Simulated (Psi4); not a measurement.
# UHF/aug-cc-pVTZ (density fitting with def2-universal-jkfit, sweep point 11) run of GaHClO (SMILES [O][GaH][Cl])

Aim: the energy change on altering one bond length of GaHClO at UHF/aug-cc-pVTZ (density fitting with def2-universal-jkfit, sweep point 11), from 2 runs. The job is set up through a Python script.

Program for the calculation: Psi4 1.11.

### Step 1. The system as given

GaHClO: 4 atoms, total charge 0, spin state doublet. As SMILES, `[O][GaH][Cl]`. The shape is that of a PBE0-D4/def2-TZVP optimisation.

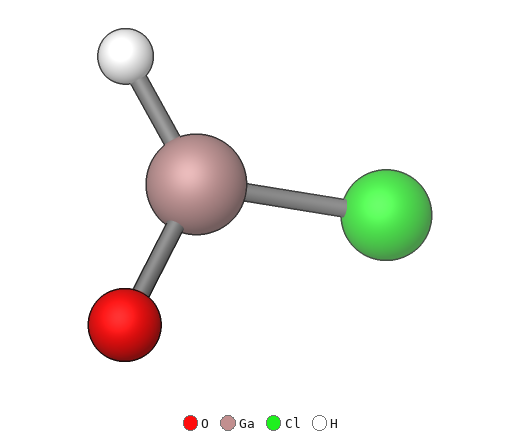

The structure, seen from a chosen angle (oxygen red, gallium pink, chlorine green, hydrogen white).

### Step 2. A single-point energy at UHF/aug-cc-pVTZ (density fitting with def2-universal-jkfit, sweep point 11)

calc.py

```python
import psi4

psi4.set_memory(1600000000)
psi4.set_num_threads(1)
psi4.core.set_output_file('clgaho.out', False)

mol = psi4.geometry("""
0 2
O     -3.28774551    -0.22242076    -0.40099988
Ga     0.05839254     0.27268748    -0.11565124
Cl     1.98553524    -2.94287049     1.33943788
H      1.34869754     2.77884227    -0.86114819
units au
symmetry c1
""")

psi4.set_options({
    'basis': 'aug-cc-pVTZ',
    'reference': 'uhf',
    'puream': True,
    'scf_type': 'df',
    'maxiter': 100,
    'df_basis_scf': 'def2-universal-jkfit',
})

e_tot, wfn = psi4.energy('hf', return_wfn=True)
print('E =', round(e_tot, 9))
for k, v in sorted(psi4.core.scalar_variables().items()):
    print(f'{k:45s} {v:18.10f}')
```

Command:

```bash
python calc.py
```

clgaho.out (excerpt; [...] marks lines left out):

```text
[...]
  Running in c1 symmetry.
[...]
  Nuclear repulsion =  240.936455086215517
[...]
  Multiplicity = 2
[...]
  Nalpha       = 29
  Nbeta        = 28
[...]
    Number of basis functions: 178
[...]
   @DF-UHF iter   1: -2456.77024412143146   -3.26247e+00   1.19727e-02 ADIIS/DIIS
[...]
   @DF-UHF iter  17: -2458.31697688699023   -1.21745e-07   9.13416e-07 DIIS
[...]
   @S^2 Observed:                7.599781450E-01
[...]
    Orbital Energies [Eh]
    ---------------------
    Alpha Occupied:
       1A   -378.862917     2A   -104.832996     3A    -48.213628
       4A    -42.542859     5A    -42.540016     6A    -42.539038
       7A    -20.616644     8A    -10.558541     9A     -8.025215
      10A     -8.023911    11A     -8.023813    12A     -6.447266
      13A     -4.543754    14A     -4.539070    15A     -4.536826
      16A     -1.356246    17A     -1.260652    18A     -1.255869
      19A     -1.252346    20A     -1.251754    21A     -1.231340
      22A     -1.079104    23A     -0.645417    24A     -0.636476
      25A     -0.546361    26A     -0.541625    27A     -0.497943
      28A     -0.474908    29A     -0.463740
    Alpha Virtual:
[...]
  @DF-UHF Final Energy: -2458.31697688699023
   => Energetics <=
    Nuclear Repulsion Energy =            240.9364550862155170
    One-Electron Energy =               -3904.7836998410302840
    Two-Electron Energy =                1205.5302678678249322
    Total Energy =                      -2458.3169768869897780
  UHF NO Occupations:
  HONO-2 :   27  A 1.9983993
  HONO-1 :   28  A 1.9978209
[...]
 Multipole Moments:
 ------------------------------------------------------------------------------------
     Multipole            Electronic (a.u.)      Nuclear  (a.u.)        Total (a.u.)
 ------------------------------------------------------------------------------------
 L = 1.  Multiply by 2.5417464519 to convert [e a0] to [Debye]
 Dipole X            :          0.3330265            0.1307370            0.4637635
 Dipole Y            :          1.2778421           -0.5616012            0.7162409
 Dipole Z            :         -0.4231038            0.2243643           -0.1987395
 Magnitude           :                                                    0.8761136
[...]
```

On the terminal:

```text
E = -2458.316976887
CURRENT ENERGY                                  -2458.3169768870
CURRENT REFERENCE ENERGY                        -2458.3169768870
DD SOLVATION ENERGY                                 0.0000000000
HF KINETIC ENERGY                                2458.3954103627
HF POTENTIAL ENERGY                             -4916.7123872497
HF TOTAL ENERGY                                 -2458.3169768870
HF VIRIAL RATIO                                     1.9999680957
NUCLEAR REPULSION ENERGY                          240.9364550862
ONE-ELECTRON ENERGY                             -3904.7836998410
PCM POLARIZATION ENERGY                             0.0000000000
PE ENERGY                                           0.0000000000
SCF ITERATION ENERGY                            -2458.3169768870
SCF ITERATIONS                                     17.0000000000
SCF TOTAL ENERGY                                -2458.3169768870
TWO-ELECTRON ENERGY                              1205.5302678678
```

It took 19 s on 1 thread of Intel Xeon at 2.50GHz (Skylake/Cascade Lake), shared host; peak memory 0.71 GiB.

### Step 3. The distorted shape, same level

clgaho.py

```python
import psi4

psi4.set_memory('1600 MB')
psi4.set_num_threads(1)
psi4.set_output_file('run.log', False)

m = psi4.geometry("""
0 2
O     -4.32000085    -2.22736916     0.19540524
Ga    -0.97386280    -1.73226092     0.48075389
Cl     0.95327990    -4.94781889     1.93584300
H      1.34869754     2.77884227    -0.86114819
units bohr
symmetry c1
""")

psi4.set_options(dict(basis='aug-cc-pVTZ', reference='uhf', puream=True, scf_type='df', maxiter=100, df_basis_scf='def2-universal-jkfit'))

e = psi4.energy('hf', molecule=m)
print(f'total energy {e:.8f} hartree = {e * 27.211386:.5f} eV')
```

Command:

```bash
python clgaho.py
```

run.log (excerpt; [...] marks lines left out):

```text
[...]
  Running in c1 symmetry.
[...]
  Nuclear repulsion =  235.123393513066361
[...]
  Multiplicity = 2
[...]
  Nalpha       = 29
  Nbeta        = 28
[...]
    Number of basis functions: 178
[...]
   @DF-UHF iter   1: -2456.73363985106380   -3.56940e+00   1.11590e-02 DIIS/ADIIS
[...]
   @DF-UHF iter  17: -2458.22393142331384   -3.95865e-07   7.73452e-07 DIIS
[...]
   @S^2 Observed:                1.531028564E+00
[...]
    Orbital Energies [Eh]
    ---------------------
    Alpha Occupied:
       1A   -378.872050     2A   -104.836959     3A    -48.221683
       4A    -42.551009     5A    -42.548697     6A    -42.547747
       7A    -20.615265     8A    -10.562371     9A     -8.028344
      10A     -8.028048    11A     -8.026589    12A     -6.452939
      13A     -4.550007    14A     -4.546913    15A     -4.543220
      16A     -1.350900    17A     -1.267324    18A     -1.262107
      19A     -1.260269    20A     -1.257117    21A     -1.236040
      22A     -1.077227    23A     -0.637498    24A     -0.604230
      25A     -0.544510    26A     -0.518359    27A     -0.506428
      28A     -0.477401    29A     -0.472991
    Alpha Virtual:
[...]
  @DF-UHF Final Energy: -2458.22393142331384
   => Energetics <=
    Nuclear Repulsion Energy =            235.1233935130663610
    One-Electron Energy =               -3892.8295715582435150
    Two-Electron Energy =                1199.4822466218636237
    Total Energy =                      -2458.2239314233138430
  UHF NO Occupations:
  HONO-2 :   27  A 1.9977207
  HONO-1 :   28  A 1.4799485
[...]
 Multipole Moments:
 ------------------------------------------------------------------------------------
     Multipole            Electronic (a.u.)      Nuclear  (a.u.)        Total (a.u.)
 ------------------------------------------------------------------------------------
 L = 1.  Multiply by 2.5417464519 to convert [e a0] to [Debye]
 Dipole X            :         -0.1386709            0.6725014            0.5338305
 Dipole Y            :          0.1758101            0.4906671            0.6664772
 Dipole Z            :         -0.0822896           -0.0886504           -0.1709400
 Magnitude           :                                                    0.8708543
[...]
```

Standard output:

```text
total energy -2458.22393142 hartree = -66891.68027 eV
```

Wall time 22 s (1 thread of Intel Xeon at 2.50GHz (Skylake/Cascade Lake), shared host); peak memory 0.71 GiB.

### Step 4. Summary of results

Level: UHF/aug-cc-pVTZ (density fitting with def2-universal-jkfit, sweep point 11).

```
                                                          quantity           value
                                         first shape: total energy  -2458.31698 Eh
                                        first shape: dipole moment          2.23 D
                   first shape: HOMO energy (highest over α and β)       -12.49 eV
                    first shape: LUMO energy (lowest over α and β)         0.51 eV
                                                 first shape: ⟨S²⟩           0.760
                                     distorted shape: total energy  -2458.22393 Eh
                                    distorted shape: dipole moment          2.21 D
               distorted shape: HOMO energy (highest over α and β)       -10.16 eV
                distorted shape: LUMO energy (lowest over α and β)        -0.19 eV
                                             distorted shape: ⟨S²⟩           1.531
energy change with the Ga2–H4 bond stretched from 1.543 to 2.777 Å        2.532 eV
```

**Reading.** With the Ga2–H4 bond stretched from 1.543 to 2.777 Å the energy rises by 2.53 eV (58 kcal/mol). The first shape isn't relaxed at this level, so the change isn't measured from a minimum. ⟨S²⟩ (distorted shape) is 1.53 where a pure doublet has 0.75: the reference is spin-contaminated.
